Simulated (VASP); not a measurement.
Band structure of C (space group P6_3/mmc). Method: PBE GGA, VASP's PBE PAW potentials (set 64) (plane waves; VASP).

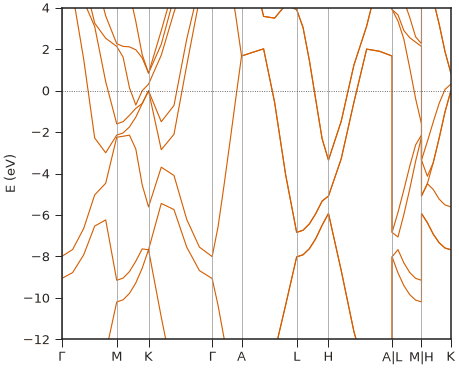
*Bands along high-symmetry lines, zero at the valence-band maximum or, without a gap, the Fermi level*

Q: Read the plot: is there a gap, and where are the band edges?

A: It has no gap at this level: it comes out as a metal or semimetal.

The structure was generated: C was put into an ordered model structure, which need not be its known phase. The cell was not relaxed at this level.
